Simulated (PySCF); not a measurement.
# Bi2N2: other functionals and bases at one geometry

Aim: see how levels, charges and forces of Bi2N2 depend on the level of theory. The structure is generated, not taken from experiment.

Computed with PySCF 2.14.0. Level: several levels, as the steps say, no spin–orbit coupling.

2 further runs of the same task are left out: 2 for a known fault of the program.

## (1) The system as given

4 atoms, charge 0, spin multiplicity 1.

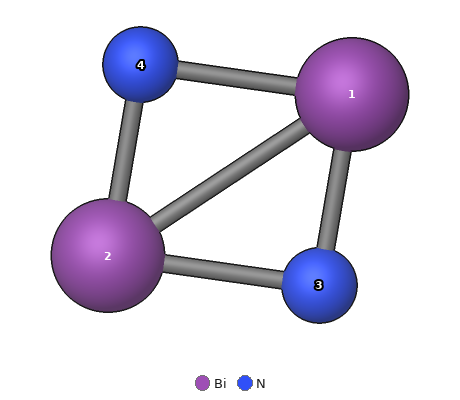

The structure; bismuth purple, nitrogen blue; atoms are numbered from 1 in the order of the file.

Geometry (Å):

```mol
Bi2N2
  3D, bonds by distance, orders not assigned

  4  5  0  0  0  0  0  0  0  0999 V2000
   -0.0456   -0.0000    1.5415 Bi  0  0
    0.0456    0.0000   -1.5415 Bi  0  0
    1.4858   -0.0000    0.1842 N   0  0
   -1.4858    0.0000   -0.1842 N   0  0
  1  2  8  0
  1  3  8  0
  1  4  8  0
  2  3  8  0
  2  4  8  0
M  END
```

Formal oxidation states: Bi +3. An earlier session relaxed this geometry at PBE0, Bi def2-SVP with ECP60, N def2-SVP (singlet, point group C2h).

At PBE0 on the finer grid: E = -538.402066 Eh, HOMO -5.69 eV, LUMO -3.39 eV, Mulliken charge on Bi1 +0.68 e, largest force component 0.007 eV/Å. 

Levels to run: M06-L; PBE; HF; B3LYP; PBE0, TZVP; PBE0, x2c-SVP. Hardware: 2 threads of Arm Neoverse V1, shared host.

## (2) M06-L

run.py (the lines that set the calculation)

```python
mol = gto.M(atom='''
Bi    -0.04564     0.00000     1.54155
Bi     0.04564     0.00000    -1.54155
N      1.48577     0.00000     0.18420
N     -1.48577     0.00000    -0.18420''',
    basis={'Bi': 'def2-SVP', 'N': 'def2-SVP'},
    ecp={'Bi': 'def2-SVP'},
    charge=0, spin=0)
mf = dft.RKS(mol, xc='M06L')
mf.grids.atom_grid = (75, 302)
mf = mf.density_fit()  # fitting sets: Bi def2-universal-JKFIT, N def2-universal-JKFIT
mf.conv_tol = 1e-08; mf.max_cycle = 55
mf.kernel(dm0)  # dm0: the density of the relaxed state
```

Command:

```sh
> OMP_NUM_THREADS=2 python run.py
```

Output:

```text
init E= -538.779597085935
  HOMO = -0.171020618999217  LUMO = -0.139693761656643  gap/eV = 0.85245
cycle= 1 E= -538.773181490078  delta_E= 0.00642  |g|= 0.187  |ddm|= 0.382
  HOMO = -0.117839864691998  LUMO = -0.114806230975583  gap/eV = 0.08255
cycle= 2 E= -538.175420075734  delta_E= 0.598  |g|= 1.31  |ddm|= 1.91
  HOMO = -0.167917835047955  LUMO = -0.139832236375126  gap/eV = 0.76425
cycle= 3 E= -538.782240949105  delta_E= -0.607  |g|= 0.0621  |ddm|=  1.8
  HOMO = -0.164805772842756  LUMO = -0.140942796431494  gap/eV = 0.64934
cycle= 4 E= -538.783541149575  delta_E= -0.0013  |g|= 0.0106  |ddm|= 0.0983
  HOMO = -0.165060252550021  LUMO = -0.141331609949063  gap/eV = 0.64569
cycle= 5 E= -538.783228893795  delta_E= 0.000312  |g|= 0.036  |ddm|= 0.0383
  HOMO = -0.165140123986038  LUMO = -0.141386025123202  gap/eV = 0.64638
cycle= 6 E= -538.78356948547  delta_E= -0.000341  |g|= 0.00412  |ddm|= 0.0309
  HOMO = -0.165288257274745  LUMO = -0.141379218859553  gap/eV = 0.65060
cycle= 7 E= -538.78357464102  delta_E= -5.16e-06  |g|= 0.000542  |ddm|= 0.00561
  HOMO = -0.165368867115372  LUMO = -0.141445023522063  gap/eV = 0.65100
cycle= 8 E= -538.783574708781  delta_E= -6.78e-08  |g|= 0.000135  |ddm|= 0.000875
  HOMO = -0.165368981221806  LUMO = -0.141447161582159  gap/eV = 0.65095
cycle= 9 E= -538.783574710747  delta_E= -1.97e-09  |g|= 0.000118  |ddm|= 0.000402
  HOMO = -0.16536941642841  LUMO = -0.141447905773447  gap/eV = 0.65094
cycle= 10 E= -538.783574716325  delta_E= -5.58e-09  |g|= 3.95e-05  |ddm|= 0.000191
  HOMO = -0.165383296305292  LUMO = -0.141451099002909  gap/eV = 0.65123
Extra cycle  E= -538.783574698254  delta_E= 1.81e-08  |g|= 0.000246  |ddm|= 0.000373
converged SCF energy = -538.783574698254
```

It took 4.9 s on 2 threads of Arm Neoverse V1, shared host.

Read off: E = -538.783575 Eh, HOMO -4.50 eV, LUMO -3.85 eV, Mulliken charge on Bi1 +0.75 e, largest force component 0.734 eV/Å. The gap is small, and the closed shell wasn't tested for a lower spin-broken solution.

## (3) PBE

run.py (the lines that set the calculation), as its differences from that of step 2:

```diff
@@ -8,3 +8,3 @@
     charge=0, spin=0)
-mf = dft.RKS(mol, xc='M06L')
+mf = dft.RKS(mol, xc='PBE')
 mf.grids.atom_grid = (75, 302)
```

Command:

```sh
> OMP_NUM_THREADS=2 python run.py
```

Output:

```text
init E= -538.487044360682
  HOMO = -0.161083273199192  LUMO = -0.148495466455355  gap/eV = 0.34253
cycle= 1 E= -538.486425177414  delta_E= 0.000619  |g|= 0.115  |ddm|= 0.385
  HOMO = -0.1988641477697  LUMO = -0.146766561855918  gap/eV = 1.41765
cycle= 2 E= -538.362599300708  delta_E= 0.124  |g|= 0.667  |ddm|= 0.923
  HOMO = -0.168554118847176  LUMO = -0.146673552239973  gap/eV = 0.59540
cycle= 3 E= -538.487654561973  delta_E= -0.125  |g|= 0.104  |ddm|= 0.606
  HOMO = -0.165206528269569  LUMO = -0.147464807528468  gap/eV = 0.48278
cycle= 4 E= -538.491303426343  delta_E= -0.00365  |g|= 0.00999  |ddm|= 0.154
  HOMO = -0.16515478211962  LUMO = -0.147458842608048  gap/eV = 0.48153
cycle= 5 E= -538.49131116706  delta_E= -7.74e-06  |g|= 0.00831  |ddm|= 0.0135
  HOMO = -0.165024239556728  LUMO = -0.147437621903434  gap/eV = 0.47856
cycle= 6 E= -538.491328428821  delta_E= -1.73e-05  |g|= 0.00159  |ddm|= 0.00689
  HOMO = -0.16500258772947  LUMO = -0.147444783982595  gap/eV = 0.47777
cycle= 7 E= -538.491329097964  delta_E= -6.69e-07  |g|= 0.000653  |ddm|= 0.00191
  HOMO = -0.164996978201683  LUMO = -0.147448825796285  gap/eV = 0.47751
cycle= 8 E= -538.491329238207  delta_E= -1.4e-07  |g|= 0.000246  |ddm|= 0.000854
  HOMO = -0.164991599018298  LUMO = -0.147451495845127  gap/eV = 0.47729
cycle= 9 E= -538.491329258187  delta_E= -2e-08  |g|= 4.01e-05  |ddm|= 0.000316
  HOMO = -0.164989487495267  LUMO = -0.147450497611466  gap/eV = 0.47726
cycle= 10 E= -538.491329258757  delta_E= -5.7e-10  |g|= 3.38e-06  |ddm|= 7.19e-05
  HOMO = -0.164990667922345  LUMO = -0.147450914281693  gap/eV = 0.47728
Extra cycle  E= -538.491329258593  delta_E= 1.64e-10  |g|= 2.34e-05  |ddm|= 3.5e-05
converged SCF energy = -538.491329258593
```

Run time: 3.8 s. Hardware: 2 threads of Arm Neoverse V1, shared host.

It gives: E = -538.491329 Eh, HOMO -4.49 eV, LUMO -4.01 eV, Mulliken charge on Bi1 +0.61 e, largest force component 1.019 eV/Å. The gap is small, and the closed shell wasn't tested for a lower spin-broken solution.

## (4) HF

run.py (the lines that set the calculation), as its differences from that of step 3:

```diff
@@ -8,4 +8,3 @@
     charge=0, spin=0)
-mf = dft.RKS(mol, xc='PBE')
-mf.grids.atom_grid = (75, 302)
+mf = scf.RHF(mol)
 mf = mf.density_fit()  # fitting sets: Bi def2-universal-JKFIT, N def2-universal-JKFIT
```

Command:

```sh
> OMP_NUM_THREADS=2 python run.py
```

Output:

```text
init E= -535.655378086389
  HOMO = -0.274153536009635  LUMO = -0.0158551677606855  gap/eV = 7.02866
cycle= 1 E= -535.686567744263  delta_E= -0.0312  |g|= 0.0678  |ddm|= 0.693
  HOMO = -0.278536388769243  LUMO = -0.0240629783312265  gap/eV = 6.92457
cycle= 2 E= -535.688690264417  delta_E= -0.00212  |g|= 0.0207  |ddm|= 0.126
  HOMO = -0.280634104768332  LUMO = -0.0231317776497981  gap/eV = 7.00700
cycle= 3 E= -535.689002033594  delta_E= -0.000312  |g|= 0.018  |ddm|= 0.0646
  HOMO = -0.279018428825314  LUMO = -0.0231902584136723  gap/eV = 6.96144
cycle= 4 E= -535.689127421212  delta_E= -0.000125  |g|= 0.00567  |ddm|= 0.0256
  HOMO = -0.280425706693732  LUMO = -0.0237211385896536  gap/eV = 6.98529
cycle= 5 E= -535.689189271705  delta_E= -6.19e-05  |g|= 0.00515  |ddm|= 0.019
  HOMO = -0.280882804630854  LUMO = -0.0237331186646585  gap/eV = 6.99740
cycle= 6 E= -535.689266903423  delta_E= -7.76e-05  |g|= 0.00348  |ddm|= 0.0303
  HOMO = -0.281375053483535  LUMO = -0.0238562357100811  gap/eV = 7.00744
cycle= 7 E= -535.689308866665  delta_E= -4.2e-05  |g|= 0.00316  |ddm|= 0.0228
  HOMO = -0.282076406244443  LUMO = -0.0240019964728422  gap/eV = 7.02256
cycle= 8 E= -535.689344540284  delta_E= -3.57e-05  |g|= 0.00142  |ddm|= 0.0285
  HOMO = -0.282484499381535  LUMO = -0.0241004040084487  gap/eV = 7.03099
cycle= 9 E= -535.689358590413  delta_E= -1.41e-05  |g|= 0.000546  |ddm|= 0.0232
  HOMO = -0.28269165221934  LUMO = -0.0241049320750957  gap/eV = 7.03650
cycle= 10 E= -535.689360109492  delta_E= -1.52e-06  |g|= 0.000163  |ddm|= 0.00873
  HOMO = -0.282716084970851  LUMO = -0.0241031654454513  gap/eV = 7.03722
cycle= 11 E= -535.689360171957  delta_E= -6.25e-08  |g|= 8.15e-05  |ddm|= 0.0012
  HOMO = -0.282722735936222  LUMO = -0.0241072442800725  gap/eV = 7.03729
cycle= 12 E= -535.689360187522  delta_E= -1.56e-08  |g|= 2.65e-05  |ddm|= 0.000592
  HOMO = -0.2827250845287  LUMO = -0.0241076141247181  gap/eV = 7.03734
cycle= 13 E= -535.689360188712  delta_E= -1.19e-09  |g|= 6.23e-06  |ddm|= 0.000176
  HOMO = -0.282725228257664  LUMO = -0.0241076051173579  gap/eV = 7.03734
Extra cycle  E= -535.689360188732  delta_E= -2e-11  |g|= 3.27e-06  |ddm|= 1.48e-05
converged SCF energy = -535.689360188732
```

It took 2.1 s on 2 threads of Arm Neoverse V1, shared host.

It gives: E = -535.689360 Eh, HOMO -7.69 eV, LUMO -0.66 eV, Mulliken charge on Bi1 +0.89 e, largest force component 1.680 eV/Å. 

## (5) B3LYP

run.py (the lines that set the calculation), as its differences from that of step 4:

```diff
@@ -8,3 +8,4 @@
     charge=0, spin=0)
-mf = scf.RHF(mol)
+mf = dft.RKS(mol, xc='B3LYP')
+mf.grids.atom_grid = (75, 302)
 mf = mf.density_fit()  # fitting sets: Bi def2-universal-JKFIT, N def2-universal-JKFIT
```

Command:

```sh
> OMP_NUM_THREADS=2 python run.py
```

Output:

```text
init E= -538.669113887257
  HOMO = -0.20184015327949  LUMO = -0.130162538722814  gap/eV = 1.95045
cycle= 1 E= -538.669499560859  delta_E= -0.000386  |g|= 0.0635  |ddm|= 0.141
  HOMO = -0.186570482856778  LUMO = -0.128359980292975  gap/eV = 1.58399
cycle= 2 E= -538.653002336506  delta_E= 0.0165  |g|= 0.252  |ddm|= 0.313
  HOMO = -0.202267413091006  LUMO = -0.131085614687295  gap/eV = 1.93696
cycle= 3 E= -538.670441239481  delta_E= -0.0174  |g|= 0.0148  |ddm|= 0.271
  HOMO = -0.201074019131493  LUMO = -0.130668531236878  gap/eV = 1.91583
cycle= 4 E= -538.670513158919  delta_E= -7.19e-05  |g|= 0.00295  |ddm|= 0.0197
  HOMO = -0.20110481784907  LUMO = -0.130726181925215  gap/eV = 1.91510
cycle= 5 E= -538.670508082851  delta_E= 5.08e-06  |g|= 0.00542  |ddm|= 0.00671
  HOMO = -0.201148954697139  LUMO = -0.130762753388275  gap/eV = 1.91531
cycle= 6 E= -538.670515554216  delta_E= -7.47e-06  |g|= 0.000744  |ddm|= 0.00453
  HOMO = -0.201174397985334  LUMO = -0.130731023345049  gap/eV = 1.91686
cycle= 7 E= -538.670515709673  delta_E= -1.55e-07  |g|= 0.000366  |ddm|= 0.0011
  HOMO = -0.201220311281118  LUMO = -0.130733513955777  gap/eV = 1.91804
cycle= 8 E= -538.670515757772  delta_E= -4.81e-08  |g|= 2.67e-05  |ddm|= 0.000746
  HOMO = -0.201223054265974  LUMO = -0.130733203309857  gap/eV = 1.91813
cycle= 9 E= -538.67051575829  delta_E= -5.18e-10  |g|= 1.3e-05  |ddm|= 0.000143
  HOMO = -0.201222497961509  LUMO = -0.130733099055787  gap/eV = 1.91811
Extra cycle  E= -538.670515758022  delta_E= 2.68e-10  |g|= 3.16e-05  |ddm|= 6.26e-05
converged SCF energy = -538.670515758022
```

Wall time 3.2 s (2 threads of Arm Neoverse V1, shared host).

Result: E = -538.670516 Eh, HOMO -5.48 eV, LUMO -3.56 eV, Mulliken charge on Bi1 +0.65 e, largest force component 0.727 eV/Å. The gap is small, and the closed shell wasn't tested for a lower spin-broken solution.

## (6) PBE0, TZVP

Basis: Bi def2-TZVP with ECP60, N def2-TZVP. 

run.py (the lines that set the calculation)

```python
mol = gto.M(atom='''
Bi    -0.04564     0.00000     1.54155
Bi     0.04564     0.00000    -1.54155
N      1.48577     0.00000     0.18420
N     -1.48577     0.00000    -0.18420''',
    basis={'Bi': 'def2-TZVP', 'N': 'def2-TZVP'},
    ecp={'Bi': 'def2-TZVP'},
    charge=0, spin=0)
mf = dft.RKS(mol, xc='PBE0')
mf.grids.atom_grid = (75, 302)
mf = mf.density_fit()  # fitting sets: Bi def2-universal-JKFIT, N def2-universal-JKFIT
mf.conv_tol = 1e-08; mf.max_cycle = 55
mf.kernel(dm0)  # dm0: free metal ions and neutral atoms
```

Command:

```sh
> OMP_NUM_THREADS=2 python run.py
```

Output:

```text
init E= -546.324655304403
  HOMO = -0.0318798325027654  LUMO = 0.0575462042704987  gap/eV = 2.43341
cycle= 1 E= -533.736148400272  delta_E= 12.6  |g|= 3.59  |ddm|= 3.73
  HOMO = -0.677197982256544  LUMO = -0.416837844139422  gap/eV = 7.08476
cycle= 2 E= -525.01814886785  delta_E= 8.72  |g|= 8.12  |ddm|= 6.89
  HOMO = -0.459333616843042  LUMO = -0.215089482658367  gap/eV = 6.64622
cycle= 3 E= -535.081026565809  delta_E= -10.1  |g|= 3.78  |ddm|= 3.95
  HOMO = -0.304543259003546  LUMO = -0.166209161077965  gap/eV = 3.76426
cycle= 4 E= -537.947715148452  delta_E= -2.87  |g|= 1.65  |ddm|= 2.04
  HOMO = -0.277050983930991  LUMO = -0.134429380808177  gap/eV = 3.88093
cycle= 5 E= -538.27242229047  delta_E= -0.325  |g|= 1.11  |ddm|= 0.957
  HOMO = -0.23907656269471  LUMO = -0.14053491200016  gap/eV = 2.68145
cycle= 6 E= -538.535861454238  delta_E= -0.263  |g|= 0.387  |ddm|= 0.578
  HOMO = -0.20819514757565  LUMO = -0.12681100825821  gap/eV = 2.21458
cycle= 7 E= -538.574790556907  delta_E= -0.0389  |g|= 0.0618  |ddm|= 0.376
  HOMO = -0.211278084471552  LUMO = -0.128857678934619  gap/eV = 2.24277
cycle= 8 E= -538.575342316617  delta_E= -0.000552  |g|= 0.039  |ddm|= 0.116
  HOMO = -0.213250854928926  LUMO = -0.128060496481554  gap/eV = 2.31815
cycle= 9 E= -538.575735372492  delta_E= -0.000393  |g|= 0.0154  |ddm|= 0.0366
  HOMO = -0.214316269340036  LUMO = -0.128045432446275  gap/eV = 2.34755
cycle= 10 E= -538.575811496448  delta_E= -7.61e-05  |g|= 0.00663  |ddm|= 0.0184
  HOMO = -0.21539415275089  LUMO = -0.128008395542455  gap/eV = 2.37789
cycle= 11 E= -538.57584036389  delta_E= -2.89e-05  |g|= 0.00159  |ddm|= 0.0232
  HOMO = -0.215510925496722  LUMO = -0.127929789255681  gap/eV = 2.38320
cycle= 12 E= -538.5758414711  delta_E= -1.11e-06  |g|= 0.000218  |ddm|= 0.00436
  HOMO = -0.215528103814903  LUMO = -0.127939099313485  gap/eV = 2.38342
cycle= 13 E= -538.575841498484  delta_E= -2.74e-08  |g|= 6.39e-05  |ddm|= 0.00066
  HOMO = -0.215526302345446  LUMO = -0.127940460535781  gap/eV = 2.38333
cycle= 14 E= -538.57584149994  delta_E= -1.46e-09  |g|= 7.06e-06  |ddm|= 0.000119
  HOMO = -0.215524936789673  LUMO = -0.127939564867589  gap/eV = 2.38332
Extra cycle  E= -538.575841499931  delta_E= 8.75e-12  |g|= 1.32e-05  |ddm|= 2e-05
converged SCF energy = -538.575841499931
```

It took 11 s on 2 threads of Arm Neoverse V1, shared host.

Result: E = -538.575841 Eh, HOMO -5.86 eV, LUMO -3.48 eV, Mulliken charge on Bi1 +0.72 e, largest force component 1.179 eV/Å. 

## (7) PBE0, x2c-SVP

Basis: Bi x2c-SVPall, N x2c-SVPall. All electrons are treated, with the spin-free X2C Hamiltonian.

run.py (the lines that set the calculation)

```python
mol = gto.M(atom='''
Bi    -0.04564     0.00000     1.54155
Bi     0.04564     0.00000    -1.54155
N      1.48577     0.00000     0.18420
N     -1.48577     0.00000    -0.18420''',
    basis={'Bi': 'x2c-SVPall', 'N': 'x2c-SVPall'},
    nucmod='G',
    charge=0, spin=0)
mf = dft.RKS(mol, xc='PBE0')
mf.grids.atom_grid = (99, 590)
mf = mf.density_fit()  # fitting sets: Bi AutoAux, N AutoAux
mf = mf.sfx2c1e()
mf.conv_tol = 1e-08; mf.max_cycle = 55
mf.kernel(dm0)  # dm0: free metal ions and neutral atoms
```

Command:

```sh
> OMP_NUM_THREADS=2 python run.py
```

Output:

```text
init E= -43184.8709907631
  HOMO = -0.0206513580922953  LUMO = 0.0857415641710908  gap/eV = 2.89510
cycle= 1 E= -43172.3739510959  delta_E= 12.5  |g|= 3.31  |ddm|= 5.24
  HOMO = -0.607846264823395  LUMO = -0.340604998054522  gap/eV = 7.27201
cycle= 2 E= -43165.1534980721  delta_E= 7.22  |g|= 6.36  |ddm|= 8.91
  HOMO = -0.376740005157978  LUMO = -0.160764233491118  gap/eV = 5.87700
cycle= 3 E= -43174.9164707752  delta_E= -9.76  |g|= 2.76  |ddm|= 5.37
  HOMO = -0.292319622587854  LUMO = -0.157695188413057  gap/eV = 3.66332
cycle= 4 E= -43176.4854028137  delta_E= -1.57  |g|= 1.48  |ddm|= 1.68
  HOMO = -0.285155819780954  LUMO = -0.129726387644449  gap/eV = 4.22945
cycle= 5 E= -43176.5982787063  delta_E= -0.113  |g|= 1.24  |ddm|= 0.794
  HOMO = -0.23812506579179  LUMO = -0.133774378915089  gap/eV = 2.83953
cycle= 6 E= -43176.9407827379  delta_E= -0.343  |g|= 0.476  |ddm|= 0.745
  HOMO = -0.19985204533168  LUMO = -0.125450030936822  gap/eV = 2.02458
cycle= 7 E= -43177.0043561582  delta_E= -0.0636  |g|= 0.052  |ddm|= 0.581
  HOMO = -0.204484587839016  LUMO = -0.125301131577021  gap/eV = 2.15469
cycle= 8 E= -43177.0048715859  delta_E= -0.000515  |g|= 0.0399  |ddm|= 0.115
  HOMO = -0.206540036933306  LUMO = -0.124476978971478  gap/eV = 2.23305
cycle= 9 E= -43177.0052302605  delta_E= -0.000359  |g|= 0.0232  |ddm|= 0.0452
  HOMO = -0.208109859387189  LUMO = -0.124448378328629  gap/eV = 2.27654
cycle= 10 E= -43177.0053758661  delta_E= -0.000146  |g|= 0.0105  |ddm|= 0.0285
  HOMO = -0.209700600597375  LUMO = -0.124472058187796  gap/eV = 2.31919
cycle= 11 E= -43177.0054233832  delta_E= -4.75e-05  |g|= 0.00105  |ddm|= 0.033
  HOMO = -0.209771158259543  LUMO = -0.124402327440976  gap/eV = 2.32300
cycle= 12 E= -43177.0054238427  delta_E= -4.6e-07  |g|= 0.000465  |ddm|= 0.00391
  HOMO = -0.209775511537544  LUMO = -0.124405353146948  gap/eV = 2.32304
cycle= 13 E= -43177.005423854  delta_E= -1.13e-08  |g|= 0.000448  |ddm|= 0.000762
  HOMO = -0.209785804471  LUMO = -0.124415229261815  gap/eV = 2.32305
cycle= 14 E= -43177.0054239081  delta_E= -5.41e-08  |g|= 9.21e-05  |ddm|= 0.000669
  HOMO = -0.209780504291839  LUMO = -0.124414447150492  gap/eV = 2.32293
cycle= 15 E= -43177.0054239103  delta_E= -2.26e-09  |g|= 4.94e-06  |ddm|= 0.000111
  HOMO = -0.209779475632959  LUMO = -0.124413766776225  gap/eV = 2.32292
Extra cycle  E= -43177.0054239103  delta_E= 1.46e-11  |g|= 1.05e-05  |ddm|= 1.98e-05
converged SCF energy = -43177.0054239103
```

It took 42 s on 2 threads of Arm Neoverse V1, shared host.

Result: E = -43177.005424 Eh, HOMO -5.71 eV, LUMO -3.39 eV, Mulliken charge on Bi1 +0.72 e, largest force component 0.568 eV/Å. 

## (8) Results

| level | state | HOMO (eV) | gap (eV) | charge on Bi1 (e) | dipole (D) | largest force (eV/Å) | basis functions | time |
| --- | --- | --- | --- | --- | --- | --- | --- | --- |
| PBE0 (relaxed here) | singlet | -5.69 | 2.30 | 0.68 | 0.00 | 0.01 | 80 | 6.6 s |
| M06-L | singlet | -4.50 | 0.65 | 0.75 | 0.00 | 0.73 | 80 | 4.9 s |
| PBE | singlet | -4.49 | 0.48 | 0.61 | 0.00 | 1.02 | 80 | 3.8 s |
| HF | singlet | -7.69 | 7.04 | 0.89 | 0.00 | 1.68 | 80 | 2.1 s |
| B3LYP | singlet | -5.48 | 1.92 | 0.65 | 0.00 | 0.73 | 80 | 3.2 s |
| PBE0, TZVP | singlet | -5.86 | 2.38 | 0.72 | 0.00 | 1.18 | 162 | 11 s |
| PBE0, x2c-SVP | singlet | -5.71 | 2.32 | 0.72 | 0.00 | 0.57 | 152 | 42 s |

Times are on 2 threads of Arm Neoverse V1, shared host; the first row also made further properties.

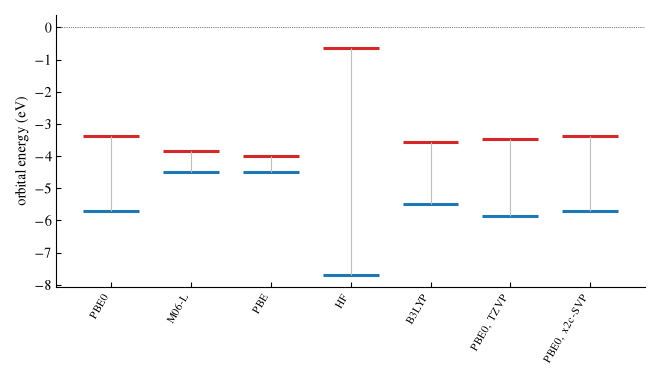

Highest filled and lowest empty level, method by method.

In one basis the HOMO–LUMO gap runs from 0.48 eV (PBE) to 7.04 eV (HF). The largest leftover force, 1.68 eV/Å with HF, stands at a geometry relaxed at another level. The Mulliken charge on Bi spans +0.61 to +0.89 e over the levels. Total energies of different levels can't be compared. Spin–orbit coupling is left out throughout.
